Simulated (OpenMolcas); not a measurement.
Run report: CH$_{6}$NPSi, single-point calculation (part 3 of 3)

CH$_{6}$NPSi, multiplicity 3, SMILES C1NP[SiH2]1; B3LYP/6-31G*, UKS (OpenMolcas 26.06). The geometry is that of the parent species in another charge or spin state. The geometry comes from this level: PBE0-D4/def2-TZVP.

Geometry of the input (Å):
```
C  -0.5189  0.7537  -0.2803
N  0.3887  0.8672  0.8652
P  0.9739  -0.7160  1.2759
Si 0.3823  -0.7973  -0.9074
H  -0.5259  1.6473  -0.9107
H  -1.5542  0.5124  0.0036
H  0.1265  1.5005  1.6091
H  -0.2531  -1.3936  1.6315
H  1.4931  -0.4999  -1.8481
H  -0.4292  -1.9255  -1.4358
```

**What the program printed, continued**
```
                            C1                      N2                      P3                      SI4                     H5                      H6
                     alpha        beta       alpha        beta       alpha        beta       alpha        beta       alpha        beta       alpha        beta
      1s           1.6437      1.6351      1.8158      1.8053      2.8819      2.7738      2.6680      2.6387      0.4070      0.4157      0.4259      0.3961
      2px          0.4853      0.4483      0.7853      0.5631      1.5979      1.3831      1.4066      1.3552      0.0000      0.0000      0.0000      0.0000
      2pz          0.4939      0.4627      0.6248      0.6048      1.7007      1.4070      1.5991      1.3313      0.0000      0.0000      0.0000      0.0000
      2py          0.5772      0.5620      0.6703      0.6278      1.7670      1.2941      1.3468      1.3276      0.0000      0.0000      0.0000      0.0000
      d200         0.0051      0.0052     -0.0059     -0.0072      0.0037      0.0016      0.0008     -0.0009      0.0000      0.0000      0.0000      0.0000
      d110         0.0024      0.0023      0.0018      0.0022      0.0294      0.0200      0.0208      0.0192      0.0000      0.0000      0.0000      0.0000
      d101         0.0059      0.0054      0.0033      0.0032      0.0054      0.0060      0.0209      0.0217      0.0000      0.0000      0.0000      0.0000
      d020         0.0016      0.0013      0.0012      0.0033      0.0202      0.0040      0.0078      0.0055      0.0000      0.0000      0.0000      0.0000
      d011         0.0048      0.0048      0.0055      0.0057      0.0143      0.0082      0.0109      0.0101      0.0000      0.0000      0.0000      0.0000
      d002        -0.0004     -0.0022     -0.0001      0.0042      0.0178      0.0026      0.0089      0.0058      0.0000      0.0000      0.0000      0.0000
      Total        3.2194      3.1249      3.9020      3.6123      8.0383      6.9004      7.0905      6.7141      0.4070      0.4157      0.4259      0.3961
      Total              6.3443                  7.5143                 14.9387                 13.8046                  0.8228                  0.8220

      Charge           -0.3443                 -0.5143                  0.0613                  0.1954                  0.1772                  0.1780

                            H7                      H8                      H9                      H10
                     alpha        beta       alpha        beta       alpha        beta       alpha        beta
      1s           0.3558      0.3323      0.5278      0.4447      0.5147      0.5276      0.5185      0.5317
      2px          0.0000      0.0000      0.0000      0.0000      0.0000      0.0000      0.0000      0.0000
      2pz          0.0000      0.0000      0.0000      0.0000      0.0000      0.0000      0.0000      0.0000
      2py          0.0000      0.0000      0.0000      0.0000      0.0000      0.0000      0.0000      0.0000
      d200         0.0000      0.0000      0.0000      0.0000      0.0000      0.0000      0.0000      0.0000
      d110         0.0000      0.0000      0.0000      0.0000      0.0000      0.0000      0.0000      0.0000
      d101         0.0000      0.0000      0.0000      0.0000      0.0000      0.0000      0.0000      0.0000
      d020         0.0000      0.0000      0.0000      0.0000      0.0000      0.0000      0.0000      0.0000
      d011         0.0000      0.0000      0.0000      0.0000      0.0000      0.0000      0.0000      0.0000
      d002         0.0000      0.0000      0.0000      0.0000      0.0000      0.0000      0.0000      0.0000
      Total        0.3558      0.3323      0.5278      0.4447      0.5147      0.5276      0.5185      0.5317
      Total              0.6881                  0.9725                  1.0424                  1.0503

      Charge            0.3119                  0.0275                 -0.0424                 -0.0503

      Total electronic charge=   48.000000

      Total            charge=   -0.000000
--

++    Molecular orbitals:
      -------------------

      Title: Natural orbitals

      Molecular orbitals for symmetry species 1: a

      Basis set list:
        1 C1     1s                 17 N2     1s                 33 P3     1s                 49 P3     d002               65 SI4    d101
        2 C1     1s                 18 N2     1s                 34 P3     1s                 50 SI4    1s                 66 SI4    d020
        3 C1     1s                 19 N2     2px                35 P3     2px                51 SI4    1s                 67 SI4    d011
        4 C1     2px                20 N2     2px                36 P3     2px                52 SI4    1s                 68 SI4    d002
        5 C1     2px                21 N2     2py                37 P3     2px                53 SI4    1s                 69 H5     1s
        6 C1     2py                22 N2     2py                38 P3     2py                54 SI4    2px                70 H5     1s
        7 C1     2py                23 N2     2pz                39 P3     2py                55 SI4    2px                71 H6     1s
        8 C1     2pz                24 N2     2pz                40 P3     2py                56 SI4    2px                72 H6     1s
        9 C1     2pz                25 N2     d200               41 P3     2pz                57 SI4    2py                73 H7     1s
       10 C1     d200               26 N2     d110               42 P3     2pz                58 SI4    2py                74 H7     1s
       11 C1     d110               27 N2     d101               43 P3     2pz                59 SI4    2py                75 H8     1s
       12 C1     d101               28 N2     d020               44 P3     d200               60 SI4    2pz                76 H8     1s
       13 C1     d020               29 N2     d011               45 P3     d110               61 SI4    2pz                77 H9     1s
       14 C1     d011               30 N2     d002               46 P3     d101               62 SI4    2pz                78 H9     1s
       15 C1     d002               31 P3     1s                 47 P3     d020               63 SI4    d200               79 H10    1s
       16 N2     1s                 32 P3     1s                 48 P3     d011               64 SI4    d110               80 H10    1s

  Index Energy  Occupation Coefficients ...

    1  -77.1099    2.0000         31 P3     1s     ( 0.996),

    2  -66.1144    2.0000         50 SI4    1s     ( 0.997),

    3  -14.3438    2.0000         16 N2     1s     ( 0.996),

    4  -10.2172    2.0000          1 C1     1s     ( 0.995),

    5   -6.4259    2.0000         32 P3     1s     ( 0.985),

    6   -5.1602    2.0000         51 SI4    1s     ( 0.991),

    7   -3.7341    2.0000         54 SI4    2px    ( 0.578),    57 SI4    2py    (-0.394),    60 SI4    2pz    ( 0.655),

    8   -3.6360    2.0000         54 SI4    2px    (-0.783),    57 SI4    2py    (-0.459),    60 SI4    2pz    ( 0.397),

    9   -3.6467    2.0000         57 SI4    2py    ( 0.780),    60 SI4    2pz    ( 0.582),

   10   -4.7428    2.0000         38 P3     2py    (-0.789),    41 P3     2pz    ( 0.582),

   11   -4.7289    2.0000         38 P3     2py    (-0.580),    41 P3     2pz    (-0.733),

   12   -4.8534    2.0000         35 P3     2px    (-0.909),

   13   -0.7391    2.0000          2 C1     1s     ( 0.372),     3 C1     1s     ( 0.324),    69 H5     1s     ( 0.192),

   14   -0.4504    2.0000          6 C1     2py    ( 0.404),     7 C1     2py    ( 0.211),

   15   -0.5217    2.0000          4 C1     2px    (-0.274),     8 C1     2pz    (-0.207),    17 N2     1s     (-0.168),    18 N2     1s     (-0.184),
                                  23 N2     2pz    ( 0.295),    24 N2     2pz    ( 0.167),    76 H8     1s     (-0.153),

   16   -0.5083    2.0000          4 C1     2px    (-0.162),     8 C1     2pz    ( 0.237),    17 N2     1s     ( 0.130),    18 N2     1s     ( 0.153),
                                  19 N2     2px    (-0.142),    21 N2     2py    ( 0.242),    22 N2     2py    ( 0.125),    33 P3     1s     (-0.206),
                                  42 P3     2pz    ( 0.136),    52 SI4    1s     (-0.172),    55 SI4    2px    ( 0.124),    61 SI4    2pz    (-0.156),
                                  71 H6     1s     ( 0.128),    72 H6     1s     ( 0.128),    73 H7     1s     ( 0.141),    78 H9     1s     ( 0.126),

   17   -0.3855    2.0000         55 SI4    2px    (-0.284),    58 SI4    2py    (-0.261),    77 H9     1s     (-0.207),    78 H9     1s     (-0.211),
                                  79 H10    1s     ( 0.240),    80 H10    1s     ( 0.244),

   18   -0.5121    1.9999          8 C1     2pz    (-0.208),    17 N2     1s     ( 0.156),    21 N2     2py    ( 0.171),    23 N2     2pz    ( 0.269),
                                  24 N2     2pz    ( 0.145),    33 P3     1s     ( 0.148),    58 SI4    2py    ( 0.175),    73 H7     1s     ( 0.237),
                                  80 H10    1s     (-0.140),

   19   -0.4893    1.9999         52 SI4    1s     ( 0.505),

   20   -0.5802    1.9999         17 N2     1s     (-0.282),    18 N2     1s     (-0.353),    33 P3     1s     ( 0.184),    39 P3     2py    (-0.236),
                                  42 P3     2pz    ( 0.198),    75 H8     1s     ( 0.230),    76 H8     1s     ( 0.216),

   21   -0.5457    1.9998         21 N2     2py    (-0.303),    33 P3     1s     ( 0.387),

   22   -0.3255    1.9994         18 N2     1s     ( 0.198),    19 N2     2px    ( 0.201),    33 P3     1s     (-0.207),    39 P3     2py    ( 0.199),
                                  42 P3     2pz    ( 0.351),    61 SI4    2pz    (-0.325),

   23   -0.3457    1.9981         19 N2     2px    ( 0.345),    20 N2     2px    ( 0.278),    21 N2     2py    ( 0.193),    33 P3     1s     ( 0.359),
                                  36 P3     2px    ( 0.281),

   24   -0.2271    1.0000         18 N2     1s     ( 0.179),    19 N2     2px    ( 0.319),    20 N2     2px    ( 0.255),    33 P3     1s     (-0.273),
                                  34 P3     1s     (-0.312),    36 P3     2px    (-0.336),    42 P3     2pz    (-0.301),    43 P3     2pz    (-0.169),
                                  76 H8     1s     ( 0.239),

   25   -0.0342    1.0000         18 N2     1s     (-0.786),    40 P3     2py    ( 0.665),    43 P3     2pz    ( 0.441),    53 SI4    1s     ( 0.409),
                                  62 SI4    2pz    ( 0.535),

   26    0.2613    0.0019         19 N2     2px    (-0.484),    37 P3     2px    ( 0.557),    39 P3     2py    ( 0.283),    42 P3     2pz    (-0.434),
                                  46 P3     d101   (-0.309),    53 SI4    1s     ( 0.309),    70 H5     1s     (-0.408),    76 H8     1s     ( 0.559),

   27    0.3358    0.0006         34 P3     1s     (-1.046),    53 SI4    1s     (-0.606),    62 SI4    2pz    ( 0.662),

   28    0.4777    0.0002          3 C1     1s     (-0.467),     9 C1     2pz    (-0.395),    17 N2     1s     ( 0.528),    19 N2     2px    (-0.306),
                                  21 N2     2py    (-0.443),    24 N2     2pz    (-0.305),    33 P3     1s     (-0.408),    36 P3     2px    ( 0.357),
                                  42 P3     2pz    ( 0.483),    48 P3     d011   ( 0.384),    53 SI4    1s     ( 0.395),

   29    0.7453    0.0001         34 P3     1s     (-1.152),    37 P3     2px    ( 0.911),    43 P3     2pz    ( 0.836),    76 H8     1s     ( 0.627),

   30    0.3994    0.0001         18 N2     1s     (-0.432),    52 SI4    1s     (-0.356),    53 SI4    1s     (-0.365),    59 SI4    2py    (-0.338),
                                  62 SI4    2pz    ( 0.604),    76 H8     1s     (-0.342),    78 H9     1s     ( 0.440),

   31    0.5363    0.0001         34 P3     1s     (-1.470),

   32    0.2850    0.0000         34 P3     1s     (-0.489),    55 SI4    2px    ( 0.763),    58 SI4    2py    ( 0.576),    78 H9     1s     (-0.425),
                                  80 H10    1s     ( 0.444),

   33    0.5997    0.0000          3 C1     1s     (-0.766),     7 C1     2py    (-0.409),    19 N2     2px    (-0.395),    21 N2     2py    ( 0.401),
                                  70 H5     1s     ( 0.644),

   34    0.7141    0.0000         18 N2     1s     (-0.975),    33 P3     1s     (-0.601),    34 P3     1s     ( 0.736),    75 H8     1s     ( 0.524),

   35    0.5919    0.0000          3 C1     1s     (-1.087),    53 SI4    1s     (-0.613),    61 SI4    2pz    ( 0.554),    71 H6     1s     ( 0.622),

   36    0.8223    0.0000          2 C1     1s     (-0.371),     4 C1     2px    (-0.534),     5 C1     2px    ( 0.378),     7 C1     2py    (-0.734),
                                   9 C1     2pz    ( 0.553),    37 P3     2px    ( 0.432),    69 H5     1s     ( 0.420),    70 H5     1s     ( 0.698),
                                  71 H6     1s     (-0.404),

   37    1.2944    0.0000         33 P3     1s     ( 2.998),

   38    0.8480    0.0000         18 N2     1s     (-1.244),    22 N2     2py    ( 1.040),    34 P3     1s     ( 1.569),    37 P3     2px    (-0.974),
                                  40 P3     2py    ( 0.941),    53 SI4    1s     ( 0.829),

   39    0.9446    0.0000         22 N2     2py    (-0.713),    33 P3     1s     ( 1.221),    34 P3     1s     ( 0.915),    37 P3     2px    (-0.725),
                                  47 P3     d020   (-0.651),    76 H8     1s     (-0.952),

   40    0.9283    0.0000         52 SI4    1s     ( 1.988),

   41    1.6705    0.0000         52 SI4    1s     (-4.541),

   42    1.3072    0.0000         33 P3     1s     ( 1.755),    52 SI4    1s     ( 2.437),

   43    1.2599    0.0000         33 P3     1s     ( 2.100),    52 SI4    1s     ( 1.322),

   44    2.4242    0.0000         18 N2     1s     (-1.170),    52 SI4    1s     ( 2.255),

   45    2.0069    0.0000          2 C1     1s     (-2.317),

   46    0.6032    0.0000         33 P3     1s     (-1.417),    34 P3     1s     ( 2.163),    53 SI4    1s     (-1.082),    62 SI4    2pz    (-1.400),

   47    1.5235    0.0000         33 P3     1s     (-5.452),    34 P3     1s     ( 3.449),

   48    1.5695    0.0000         52 SI4    1s     (-5.665),

   49    0.3574    0.0000         18 N2     1s     ( 1.409),    34 P3     1s     (-1.692),    53 SI4    1s     ( 1.151),    56 SI4    2px    ( 0.977),

   50    0.5376    0.0000         34 P3     1s     ( 1.593),    37 P3     2px    (-1.309),    76 H8     1s     (-1.884),

   51    0.6004    0.0000         34 P3     1s     ( 1.499),    53 SI4    1s     (-2.977),    62 SI4    2pz    (-1.545),

   52    0.7104    0.0000          3 C1     1s     ( 0.728),     5 C1     2px    (-0.743),    18 N2     1s     ( 1.320),    56 SI4    2px    (-0.757),
                                  72 H6     1s     (-1.010),    74 H7     1s     (-1.111),

   53    0.8425    0.0000          3 C1     1s     ( 1.413),    18 N2     1s     (-1.023),    22 N2     2py    ( 0.948),    24 N2     2pz    ( 1.778),
                                  34 P3     1s     ( 1.028),    53 SI4    1s     (-1.019),    59 SI4    2py    ( 1.034),    74 H7     1s     (-1.004),
                                  80 H10    1s     ( 1.078),

   54    1.0326    0.0000          3 C1     1s     ( 0.866),     7 C1     2py    ( 0.840),    53 SI4    1s     ( 1.432),    72 H6     1s     (-0.900),

   55    0.7379    0.0000          5 C1     2px    ( 0.791),    24 N2     2pz    ( 0.900),    53 SI4    1s     (-1.413),    72 H6     1s     ( 0.856),
                                  78 H9     1s     ( 1.247),

   56    0.6731    0.0000          3 C1     1s     ( 1.512),     5 C1     2px    (-1.255),    34 P3     1s     (-1.028),    72 H6     1s     (-1.864),

   57    0.5710    0.0000          3 C1     1s     (-1.071),    22 N2     2py    (-0.577),    34 P3     1s     ( 0.650),    70 H5     1s     (-0.585),
                                  72 H6     1s     ( 0.776),

   58    0.7455    0.0000          5 C1     2px    ( 0.410),     7 C1     2py    ( 0.499),    24 N2     2pz    ( 0.625),    34 P3     1s     (-0.467),
                                  39 P3     2py    (-0.461),    40 P3     2py    ( 0.616),    42 P3     2pz    (-0.562),    43 P3     2pz    ( 0.764),
                                  53 SI4    1s     ( 0.786),    62 SI4    2pz    ( 0.735),    70 H5     1s     (-0.508),    74 H7     1s     (-0.544),

   59    0.7220    0.0000          7 C1     2py    ( 0.867),     9 C1     2pz    (-1.517),    22 N2     2py    (-1.121),    74 H7     1s     ( 1.045),

   60    0.6868    0.0000          3 C1     1s     (-1.097),     7 C1     2py    (-1.572),    70 H5     1s     ( 1.851),    72 H6     1s     (-0.937),

   61    0.8683    0.0000          3 C1     1s     (-1.104),    53 SI4    1s     ( 1.630),    78 H9     1s     (-1.038),

   62    1.6390    0.0000          3 C1     1s     (-0.978),     7 C1     2py    ( 1.218),    22 N2     2py    (-1.037),    34 P3     1s     (-1.230),
                                  53 SI4    1s     ( 1.801),

   63    1.7175    0.0000          3 C1     1s     (-1.122),    14 C1     d011   ( 0.594),    24 N2     2pz    (-0.760),

   64    1.8629    0.0000          3 C1     1s     (-3.123),    18 N2     1s     ( 2.186),

   65    1.1320    0.0000          3 C1     1s     (-3.623),    18 N2     1s     ( 2.835),

   66    1.1701    0.0000         34 P3     1s     (-1.104),    53 SI4    1s     ( 1.678),    80 H10    1s     (-0.931),

   67    1.7020    0.0000         18 N2     1s     ( 1.221),    29 N2     d011   (-0.701),    34 P3     1s     (-1.180),    53 SI4    1s     ( 0.722),
                                  56 SI4    2px    ( 0.670),    78 H9     1s     (-0.747),

   68    3.2510    0.0000          2 C1     1s     (-1.805),     3 C1     1s     (-2.817),

   69    1.3954    0.0000          3 C1     1s     ( 0.384),     7 C1     2py    ( 0.576),     9 C1     2pz    (-0.453),    26 N2     d110   ( 0.451),
                                  70 H5     1s     (-0.624),    71 H6     1s     (-0.315),    74 H7     1s     (-0.498),    78 H9     1s     ( 0.322),

   70    2.2138    0.0000         14 C1     d011   ( 0.670),    18 N2     1s     ( 0.575),    34 P3     1s     (-0.740),    53 SI4    1s     ( 0.918),
                                  69 H5     1s     ( 0.617),

   71    0.9595    0.0000          3 C1     1s     ( 1.430),    18 N2     1s     (-0.838),    78 H9     1s     (-0.985),

   72    1.9677    0.0000          3 C1     1s     ( 2.689),    18 N2     1s     (-5.105),

--

++    Molecular properties:
      ---------------------

      Charge (e):
                      =   -0.0000
      Dipole Moment (debye):
      Origin of the operator (angstrom)=    0.4277   -0.2577    0.2410
                   X= -1.5845E+00               Y=  9.1852E-01               Z=  4.6096E-01           Total=  1.8886E+00
      Quadrupole Moment (debye*angstrom):
      Origin of the operator (angstrom)=    0.4277   -0.2577    0.2410
                  XX= -4.0460E+01              XY= -1.2876E+00              XZ= -1.3630E+00              YY= -3.9216E+01
                  YZ=  4.2555E-01              ZZ= -4.3673E+01
      In traceless form (debye*angstrom)
                  XX=  9.8452E-01              XY= -1.9313E+00              XZ= -2.0445E+00              YY=  2.8507E+00
                  YZ=  6.3833E-01              ZZ= -3.8352E+00
--

--- Stop Module: scf /rc=_RC_ALL_IS_WELL_ ---
--- Module scf spent 1 minute 21 seconds ---

.##################.
.# Happy landing! #.
.##################.

    Timing: Wall=87.78 User=74.97 System=7.62
```

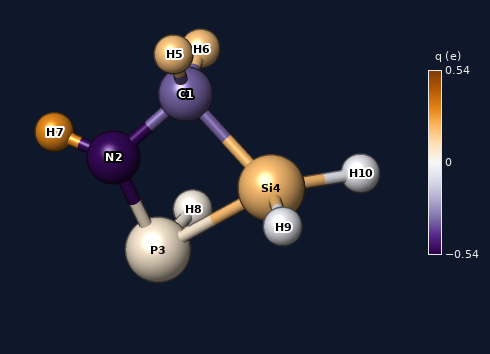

*Mulliken charges, as the colour of each atom (ball-and-stick view, seen at a tilt; atoms are numbered from 1 in the order of the input).*

By element: C −0.34, N −0.51, P +0.06, Si +0.20 and H −0.05 to +0.31 e.

**Results in brief**

| quantity | value |
| --- | --- |
| outcome | converged |
| total energy | −727.118082 hartree |
| basis functions | 80 |
| ⟨S²⟩ | 2.006 |
| dipole moment | 1.89 debye |
| hardware | 1 thread of AMD EPYC (Zen 3), 128 GiB of memory available, shared host |
| wall time | 88 s |
| peak memory | 0.45 GiB |
